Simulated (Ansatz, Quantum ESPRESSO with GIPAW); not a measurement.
**Solid-state NMR of C6H12N3PS by GIPAW**

What would the 13C NMR spectrum of C6H12N3PS look like, and which site gives which line?

Calculated with Quantum ESPRESSO with GIPAW 8.0dev (patched build); DFT, PBEsol, plane-wave PAW (pslibrary 1.0.0 recipes), scalar-relativistic, GIPAW; a patched development version of the program.

### 1. The starting structure

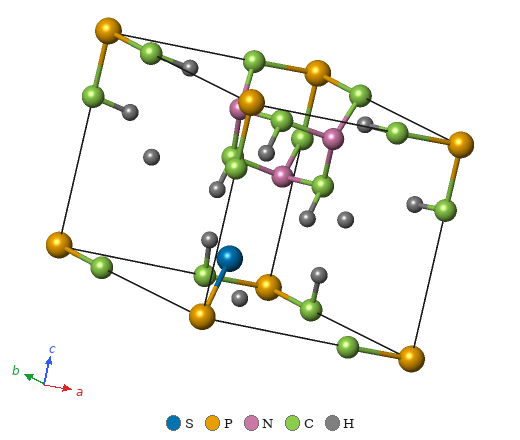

The cell as given, slightly off an axis (sulfur blue, phosphorus orange, nitrogen pink, carbon green, hydrogen grey). Bonds to atoms that aren't drawn are left out. Some periodic images of atoms are drawn too.

The cell is an entry of the Crystallography Open Database; it need not be the form that is stable at ambient conditions.

This structure had its atoms relaxed beforehand (DFT, PBEsol, plane-wave PAW (pslibrary 1.0.0 recipes), Quantum ESPRESSO with GIPAW), starting from the database entry, since shieldings follow bond lengths closely.

### 2. Self-consistent run

The shielding is a linear response of the occupied states, which this run provides. It is converged far beyond what an energy needs, since the response uses the wavefunctions themselves. No empty states are asked for: the response is solved without them. The mesh has a spacing of 0.37 Å⁻¹ at most. The PAW files were made with ld1.x from the pslibrary 1.0.0 recipes, with GIPAW reconstruction switched on.

scf.in

```
&control
  calculation = 'scf'
  prefix = 'x'
  outdir = './tmp/'
  pseudo_dir = './'
/
&system
  ibrav = 0
  nat = 23
  ntyp = 5
  ecutwfc = 55
  ecutrho = 340
  nbnd = 31
/
&electrons
  conv_thr = 1.0d-10
  mixing_beta = 0.7
  electron_maxstep = 100
/
ATOMIC_SPECIES
  S 32.060 S.pbesol-n-kjpaw_psl.1.0.0-gipaw.UPF
  P 30.974 P.pbesol-n-kjpaw_psl.1.0.0-gipaw.UPF
  N 14.007 N.pbesol-n-kjpaw_psl.1.0.0-gipaw.UPF
  C 12.011 C.pbesol-n-kjpaw_psl.1.0.0-gipaw.UPF
  H 1.008 H.pbesol-kjpaw_psl.1.0.0-gipaw.UPF
CELL_PARAMETERS angstrom
  4.66358078 2.69251962 2.75355692
  -4.66358078 2.69251962 2.75355692
  0.00000000 -5.38503923 2.75355692
ATOMIC_POSITIONS crystal
  S 0.24208314 0.24208314 0.24208314
  P 0.00386578 0.00386578 0.00386578
  N 0.81119977 0.54764613 0.81119977
  N 0.54764613 0.81119977 0.81119977
  N 0.81119977 0.81119977 0.54764613
  C 0.58455377 0.58455377 0.83981158
  C 0.58455377 0.83981158 0.58455377
  C 0.83981158 0.58455377 0.58455377
  C 0.99963357 0.69809386 0.99963357
  C 0.69809386 0.99963357 0.99963357
  C 0.99963357 0.99963357 0.69809386
  H 0.45047030 0.45047030 0.70620079
  H 0.45047030 0.70620079 0.45047030
  H 0.70620079 0.45047030 0.45047030
  H 0.56330667 0.56330667 1.01264620
  H 0.56330667 1.01264620 0.56330667
  H 1.01264620 0.56330667 0.56330667
  H 0.66524675 0.97596498 0.16805044
  H 0.16805044 0.66524675 0.97596498
  H 0.97596498 0.16805044 0.66524675
  H 0.97596498 0.66524675 0.16805044
  H 0.66524675 0.16805044 0.97596498
  H 0.16805044 0.97596498 0.66524675
K_POINTS automatic
  3 3 3 0 0 0
```

On the command line:

```console
$ mpirun -np 4 pw.x -nk 4 -in scf.in > scf.out
```

What it wrote:

```text
[...]
as large as its charge; the limit is 4.5
     Functions over the limit replaced by smooth ones with the moment of the charge, as mend_augmentation asks: 2
     This moves results (see INPUT_PW). Waves and levels in the save fit builds from 8.0dev_s219 on
     using ibrav=0 with symmetry is DISCOURAGED, use correct ibrav instead

     bravais-lattice index     =            0
     lattice parameter (alat)  =      11.4294  a.u.
     unit-cell volume          =    1399.9750 (a.u.)^3
     number of atoms/cell      =           23
     number of atomic types    =            5
     number of electrons       =        62.00
     number of Kohn-Sham states=           31
     kinetic-energy cutoff     =      55.0000  Ry
     charge density cutoff     =     340.0000  Ry
     scf convergence threshold =      1.0E-10
     mixing beta               =       0.7000
     number of iterations used =            8  plain     mixing
     Exchange-correlation= SLA-PW-PSX-PSC
                           (   1   4  10   8   0   0   0)
[...]
S                 6.00    32.06000     S ( 1.00)
     P                 5.00    30.97400     P ( 1.00)
     N                 5.00    14.00700     N ( 1.00)
     C                 4.00    12.01100     C ( 1.00)
     H                 1.00     1.00800     H ( 1.00)

      6 Sym. Ops. (no inversion) found
[...]
number of k points=     6
[...]
Dense  grid:   148219 G-vectors     FFT dimensions: (  72,  72,  72)

     Smooth grid:    77107 G-vectors     FFT dimensions: (  54,  54,  54)

     Check: negative core charge=   -0.000007

     Initial potential from superposition of free atoms

     starting charge      61.9994, renormalised to      62.0000
     Starting wfcs are   56 randomized atomic wfcs

     Self-consistent Calculation

     iteration #  1     ecut=    55.00 Ry     beta= 0.70
     Davidson diagonalization with overlap
     ethr =  1.00E-02,  avg # of iterations =  2.0

     total energy              =    -324.92173077 Ry
     estimated scf accuracy    <       1.87964288 Ry

     iteration #  2     ecut=    55.00 Ry     beta= 0.70
     Davidson diagonalization with overlap
     ethr =  3.03E-03,  avg # of iterations =  2.8

     total energy              =    -325.26878892 Ry
     estimated scf accuracy    <       0.56087259 Ry

     iteration #  3     ecut=    55.00 Ry     beta= 0.70
     Davidson diagonalization with overlap
     ethr =  9.05E-04,  avg # of iterations =  2.8

     total energy              =    -325.39132415 Ry
     estimated scf accuracy    <       0.04100633 Ry

[...]
total energy              =    -325.40304414 Ry
[...]
iteration # 13     ecut=    55.00 Ry     beta= 0.70
     Davidson diagonalization with overlap
     ethr =  3.03E-12,  avg # of iterations =  2.0

     total energy              =    -325.40304414 Ry
     estimated scf accuracy    <          1.3E-10 Ry

     iteration # 14     ecut=    55.00 Ry     beta= 0.70
     Davidson diagonalization with overlap
     ethr =  2.14E-13,  avg # of iterations =  5.0

     End of self-consistent calculation
     [one-electron energies left out]

!    total energy              =    -325.40304414 Ry
     total all-electron energy =     -2276.859954 Ry
     estimated scf accuracy    <          2.0E-11 Ry

     The total energy is the sum of the following terms:
     one-electron contribution =    -137.84216851 Ry
     hartree contribution      =      93.20052679 Ry
     xc contribution           =     -62.50646126 Ry
     ewald contribution        =     -74.35535713 Ry
     one-center paw contrib.   =    -143.89958403 Ry

     convergence has been achieved in  14 iterations
[...]
JOB DONE.
```

Wall time 44 s (4 MPI ranks of Arm Neoverse V1, shared host); peak memory 1.2 GiB.

It converged in 14 cycles to an estimated accuracy of 2e-11 Ry, on 6 irreducible k-points.

### 3. Magnetic response

The job finds the current that a weak uniform field induces (applied as a long wave, q_gipaw) and the field that this current makes at each nucleus. On atoms with p or d valence electrons much of the paramagnetic part arises close to the nucleus, where the PAW partial waves rebuild the true states. pawproj makes the reconstruction use the PAW data sets' own projectors.

nmr.in

```
&inputgipaw
  job = 'nmr'
  prefix = 'x'
  tmp_dir = './tmp/'
  restart_mode = 'from_scratch'
  verbosity = 'low'
  q_gipaw = 0.01
  spline_ps = .true.
  conv_threshold = 1.0d-11
  use_nmr_macroscopic_shape = .false.
  pawproj(1) = .true.
  pawproj(2) = .true.
  pawproj(3) = .true.
  pawproj(4) = .true.
  pawproj(5) = .true.
/
```

On the command line:

```console
$ mpirun -np 4 gipaw.x -in nmr.in > nmr.out
```

What it wrote:

```text
[banner, memory and clock lines left out]
[a note of our patched build left out]

     Parallelizing q-star over 1 images

     IMPORTANT: XC functional enforced from input :
     Exchange-correlation= PBESOL
                           (   1   4  10   8   0   0   0)
     Any further DFT definition will be discarded
     Please, verify this is what you really want

     In N.pbesol-n-kjpaw_psl.1.0.0-gipaw.UPF the largest augmentation function (projectors 1 and 4, L = 1) is 9.4 times
     as large as its charge; the limit is 4.5
     Functions over the limit replaced by smooth ones with the moment of the charge, as in the saved run: 2

     Check: negative core charge=   -0.000007
[...]
projs nearly linearly dependent: l=0  n1,n2= 1, 2  s=  0.99970544
[...]
WARNING: some symmetry operations do not permute x, y and z, so the susceptibility and the shape term are
     wrong: all shieldings move alike (in wurtzite BN nosym gave 13 and 6 ppm more at 3 and 6 points an axis).
     Run pw.x with nosym, and raise the mesh until the susceptibility stays

     alpha_pv=     40.9835 eV

     spline_ps is .false., expect some extrapolation errors

     q-space interpolation up to    66.00 Rydberg

     GIPAW job: nmr
     NMR macroscopic correction: no
[...]
Computing the magnetic susceptibility     isolve=0    ethr=  0.1000E-10
     Starting from scratch
     k-point #    1 of     6      pool #  1    cpu time:       2.0
[...]
End of magnetic susceptibility calculation

     f-sum rule (1st term):
           -61.7389          0.0000          0.0000
             0.0000        -61.7389          0.0000
             0.0000          0.0000        -61.7993

     f-sum rule (2nd term):
            -0.7201          0.0000          0.0000
             0.0000         -0.7201          0.0000
             0.0000          0.0000         -0.6671

     f-sum rule (should be   -62.4657):
           -62.4590          0.0000          0.0000
             0.0000        -62.4590          0.0000
             0.0000          0.0000        -62.4665

[... susceptibilities left out ...]
     Contributions to the NMR chemical shifts: -------------------------------

     Macroscopic shape contribution in ppm:                    0.00
             0.0000          0.0000          0.0000
             0.0000          0.0000          0.0000
             0.0000          0.0000          0.0000

     Core contribution in ppm:

     Atom  1  S   pos: (  0.000000  0.000000  0.330639)  core sigma:         978.84
     Atom  2  P   pos: ( -0.000000  0.000000  0.005280)  core sigma:         907.87
     Atom  3  N   pos: (  0.203218 -0.117328  0.987954)  core sigma:         235.22
     Atom  4  N   pos: ( -0.203218 -0.117328  0.987954)  core sigma:         235.22
     Atom  5  N   pos: (  0.000000  0.234656  0.987954)  core sigma:         235.22
     Atom  6  C   pos: ( -0.000000 -0.227270  0.914598)  core sigma:         199.99
     Atom  7  C   pos: ( -0.196821  0.113635  0.914598)  core sigma:         199.99
     Atom  8  C   pos: (  0.196821  0.113635  0.914598)  core sigma:         199.99
     Atom  9  C   pos: (  0.232508 -0.134239  1.228024)  core sigma:         199.99
     Atom 10  C   pos: ( -0.232508 -0.134239  1.228024)  core sigma:         199.99
     Atom 11  C   pos: ( -0.000000  0.268477  1.228024)  core sigma:         199.99
     Atom 12  H   pos: (  0.000000 -0.227691  0.731681)  core sigma:           0.00
     Atom 13  H   pos: ( -0.197186  0.113845  0.731681)  core sigma:           0.00
     Atom 14  H   pos: (  0.197186  0.113845  0.731681)  core sigma:           0.00
     Atom 15  H   pos: (  0.000000 -0.400071  0.973938)  core sigma:           0.00
     Atom 16  H   pos: ( -0.346472  0.200036  0.973938)  core sigma:           0.00
     Atom 17  H   pos: (  0.346472  0.200036  0.973938)  core sigma:           0.00
     Atom 18  H   pos: ( -0.239585  0.581005  0.823701)  core sigma:           0.00
     Atom 19  H   pos: ( -0.383373 -0.497990  0.823701)  core sigma:           0.00
     Atom 20  H   pos: (  0.622958 -0.083016  0.823701)  core sigma:           0.00
     Atom 21  H   pos: (  0.239585  0.581005  0.823701)  core sigma:           0.00
     Atom 22  H   pos: (  0.383373 -0.497990  0.823701)  core sigma:           0.00
     Atom 23  H   pos: ( -0.622958 -0.083016  0.823701)  core sigma:           0.00

     Bare contribution in ppm:

     Atom  1  S   pos: (  0.000000  0.000000  0.330639)  bare sigma:          46.56
[...]
Atom  2  P   pos: ( -0.000000  0.000000  0.005280)  bare sigma:         -26.14
[...]
Atom  3  N   pos: (  0.203218 -0.117328  0.987954)  bare sigma:          20.47
[...]
Atom  4  N   pos: ( -0.203218 -0.117328  0.987954)  bare sigma:          20.47
[...]
Atom  5  N   pos: (  0.000000  0.234656  0.987954)  bare sigma:          20.47
[...]
Atom  6  C   pos: ( -0.000000 -0.227270  0.914598)  bare sigma:         -34.35
[...]
Atom  7  C   pos: ( -0.196821  0.113635  0.914598)  bare sigma:         -34.35
[...]
Atom  8  C   pos: (  0.196821  0.113635  0.914598)  bare sigma:         -34.35
[...]
Atom  6  C   pos: ( -0.000000 -0.227270  0.914598)  para_lq sigma:         -24.28
[...]
Atom  7  C   pos: ( -0.196821  0.113635  0.914598)  para_lq sigma:         -24.28
[...]
Atom  8  C   pos: (  0.196821  0.113635  0.914598)  para_lq sigma:         -24.28
[...]
Atom  9  C   pos: (  0.232508 -0.134239  1.228024)  para_lq sigma:         -24.27
[...]
Atom 10  C   pos: ( -0.232508 -0.134239  1.228024)  para_lq sigma:         -24.27
[...]
Atom 11  C   pos: ( -0.000000  0.268477  1.228024)  para_lq sigma:         -24.27
[...]
Atom 12  H   pos: (  0.000000 -0.227691  0.731681)  para_lq sigma:           0.00
[...]
Atom 13  H   pos: ( -0.197186  0.113845  0.731681)  para_lq sigma:           0.00
[...]
Atom 14  H   pos: (  0.197186  0.113845  0.731681)  para_lq sigma:           0.00
[...]
Atom 15  H   pos: (  0.000000 -0.400071  0.973938)  para_lq sigma:           0.00
[...]
Atom 16  H   pos: ( -0.346472  0.200036  0.973938)  para_lq sigma:           0.00
[...]
Atom 17  H   pos: (  0.346472  0.200036  0.973938)  para_lq sigma:           0.00
[...]
Atom 18  H   pos: ( -0.239585  0.581005  0.823701)  para_lq sigma:           0.00
[...]
Atom 19  H   pos: ( -0.383373 -0.497990  0.823701)  para_lq sigma:           0.00
[...]
Atom 20  H   pos: (  0.622958 -0.083016  0.823701)  para_lq sigma:           0.00
[...]
Atom 21  H   pos: (  0.239585  0.581005  0.823701)  para_lq sigma:           0.00
[...]
Atom 22  H   pos: (  0.383373 -0.497990  0.823701)  para_lq sigma:           0.00
[...]
Atom 23  H   pos: ( -0.622958 -0.083016  0.823701)  para_lq sigma:           0.00
[...]
Total NMR chemical shifts in ppm: ---------------------------------------
     (adopting the Simpson convention for anisotropy and asymmetry)-----------

     Atom  1  S   pos: (  0.000000  0.000000  0.330639)  Total sigma:         664.34
           668.4700         -0.0000          0.0000
             0.0000        668.4700          0.0000
             0.0000          0.0000        656.0673

     S       1    anisotropy:    -12.40    eta:    0.0000
[...]
Atom  2  P   pos: ( -0.000000  0.000000  0.005280)  Total sigma:         308.00
           249.3766          0.0000         -0.0000
            -0.0000        249.3766          0.0000
            -0.0000          0.0000        425.2563

     P       2    anisotropy:    175.88    eta:    0.0000
[...]
Atom  3  N   pos: (  0.203218 -0.117328  0.987954)  Total sigma:         163.43
           150.8787         11.2528        -21.7066
            11.2528        163.8724         12.5323
           -27.2768         15.7483        175.5312

     N       3    anisotropy:    -53.63    eta:    0.6117
[...]
Atom  4  N   pos: ( -0.203218 -0.117328  0.987954)  Total sigma:         163.43
[... its tensor is left out ...]
     Atom  5  N   pos: (  0.000000  0.234656  0.987954)  Total sigma:         163.43
[... its tensor is left out ...]
     Atom  6  C   pos: ( -0.000000 -0.227270  0.914598)  Total sigma:          90.39
            98.3628         -0.0000         -0.0000
            -0.0000         91.8264          3.5056
            -0.0000          5.1036         80.9760

     C       6    anisotropy:    -16.37    eta:    0.4615
[...]
Atom  7  C   pos: ( -0.196821  0.113635  0.914598)  Total sigma:          90.39
[... its tensor is left out ...]
     Atom  8  C   pos: (  0.196821  0.113635  0.914598)  Total sigma:          90.39
[... its tensor is left out ...]
     Atom  9  C   pos: (  0.232508 -0.134239  1.228024)  Total sigma:         102.78
            89.6878         -2.4958         -9.8016
            -2.4958         86.8059          5.6590
             4.0938         -2.3635        131.8511

     C       9    anisotropy:     44.00    eta:    0.1875
[...]
Atom 10  C   pos: ( -0.232508 -0.134239  1.228024)  Total sigma:         102.78
[... its tensor is left out ...]
     Atom 11  C   pos: ( -0.000000  0.268477  1.228024)  Total sigma:         102.78
[... its tensor is left out ...]
     Atom 12  H   pos: (  0.000000 -0.227691  0.731681)  Total sigma:          18.83
            17.9781          0.0000          0.0000
            -0.0000         17.2576          1.9315
            -0.0000          0.3422         21.2471

     H      12    anisotropy:      4.08    eta:    0.3755
[...]
Atom 13  H   pos: ( -0.197186  0.113845  0.731681)  Total sigma:          18.83
[... its tensor is left out ...]
     Atom 14  H   pos: (  0.197186  0.113845  0.731681)  Total sigma:          18.83
[... its tensor is left out ...]
     Atom 15  H   pos: (  0.000000 -0.400071  0.973938)  Total sigma:          19.18
            18.3188          0.0000          0.0000
             0.0000         23.9002         -0.5254
            -0.0000          2.9038         15.3298

     H      15    anisotropy:      7.32    eta:    0.6458
[...]
Atom 16  H   pos: ( -0.346472  0.200036  0.973938)  Total sigma:          19.18
[... its tensor is left out ...]
     Atom 17  H   pos: (  0.346472  0.200036  0.973938)  Total sigma:          19.18
[... its tensor is left out ...]
     Atom 18  H   pos: ( -0.239585  0.581005  0.823701)  Total sigma:          19.83
            18.9110          1.7696         -0.5592
             0.7765         20.9668         -0.4839
             1.4909         -2.4361         19.6159

     H      18    anisotropy:      3.45    eta:    0.9041
[...]
Atom 19  H   pos: ( -0.383373 -0.497990  0.823701)  Total sigma:          19.83
[... its tensor is left out ...]
     Atom 20  H   pos: (  0.622958 -0.083016  0.823701)  Total sigma:          19.83
[... its tensor is left out ...]
     Atom 21  H   pos: (  0.239585  0.581005  0.823701)  Total sigma:          19.83
[... its tensor is left out ...]
     Atom 22  H   pos: (  0.383373 -0.497990  0.823701)  Total sigma:          19.83
[... its tensor is left out ...]
     Atom 23  H   pos: ( -0.622958 -0.083016  0.823701)  Total sigma:          19.83
[... its tensor is left out ...]
```

Run time: 5.5 min. Hardware: 4 MPI ranks; peak memory 0.74 GiB; 22 min of CPU time.

The f-sum rule is met to 0.0067 of 62.5 (0.01 %). Converged shieldings require that this miss be small, but a small miss does not prove them. gipaw.x warns that with these symmetry operations the susceptibility and the shape term are unreliable; the other terms are not touched. This build smooths some augmentation functions of the files as it reads them, which, it says, moves results; by how much was not measured here.

From the symmetric part of each tensor, with principal values σ11 ≤ σ22 ≤ σ33: σ_iso is their mean, the span is σ33 − σ11 and the skew 3(σ_iso − σ22)/span. (gipaw.x prints an anisotropy in another convention.)

```
site  atom no.  atoms in cell  σ_iso (ppm)  span (ppm)   skew
   S         1              1        664.3        12.4  -1.00
   P         2              1        308.0       175.9   1.00
   N         3              3        163.4        64.6  -0.32
C(1)         6              3         90.4        18.9  -0.47
C(2)         9              3        102.8        46.8   0.76
H(1)        12              3        18.83        4.59   0.55
H(2)        15              3        19.18        8.89   0.29
H(3)        18              6        19.83        4.50   0.07
```

The macroscopic shape term is switched off. For a spherical sample the valence susceptibility of this run would add about 6 ppm to every site, a rough estimate, since the susceptibility converges slowly and lacks part of the PAW terms, above all in hexagonal and trigonal cells. Differences within the crystal don't depend on it, but shieldings of different compounds can't be compared to better than a few ppm without it.

An axis of order three or more runs through S and P, so two principal values coincide and the skew is ±1. In this run the largest span is that of P (site symmetry 3m), with principal values 249.4, 249.4 and 425.3 ppm. On S the least shielded direction lies along its short bond to P.

(Continued in part 2 of 2.)

[Banner, clock, file and message-heading lines were taken out of the pw.x and gipaw.x logs.]

[Logs are printed without paths, hosts, clocks, repeated set-up lines and the standing remarks that a program may print on its own settings, such as how far it seeks lower states.]

[Hosts, paths, dates, database ids (printed as entryN), source tags and the programs' standing remarks are cut or masked in the printed files.]

[Where no reference line passes its bar on scatter, no shift is given, so a measured shift of this compound may stand uncompared.]
